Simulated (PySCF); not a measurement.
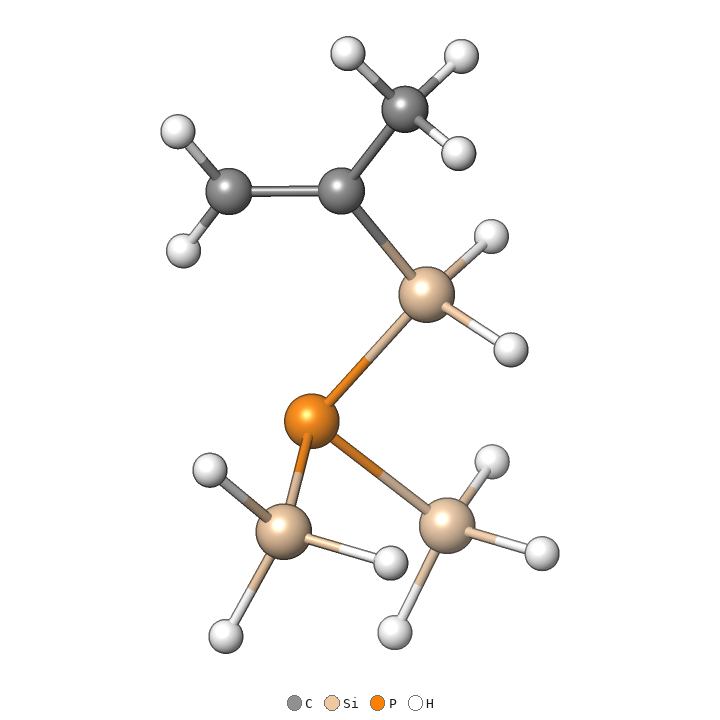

The computed structure is the end point of a PBE0-D3(BJ)/def2-SVP optimisation. No frequency run is at hand to confirm it as a minimum. Program: PySCF 2.14.0.

Tabulate HOMO energy (eV), HOMO–LUMO gap (eV), dipole (D) at these levels: B97-2/pcSseg-1; CAM-B3LYP/def2-SVPD; CAM-B3LYP/def2-SVPD in cyclohexane (IEF-PCM); PBE0/pcSseg-1; PBE0/pcSseg-1 in cyclohexane (IEF-PCM); PBE0/pcSseg-1 in water (IEF-PCM).

```
                                       level  HOMO energy (eV)  HOMO–LUMO gap (eV)  dipole (D)
                              B97-2/pcSseg-1             −7.08                6.59        1.25
                         CAM-B3LYP/def2-SVPD             −8.42                9.06        1.06
CAM-B3LYP/def2-SVPD in cyclohexane (IEF-PCM)             −8.40                9.10        1.20
                               PBE0/pcSseg-1             −7.30                6.85        1.26
      PBE0/pcSseg-1 in cyclohexane (IEF-PCM)             −7.29                6.90        1.41
            PBE0/pcSseg-1 in water (IEF-PCM)             −7.34                6.97        1.72
```
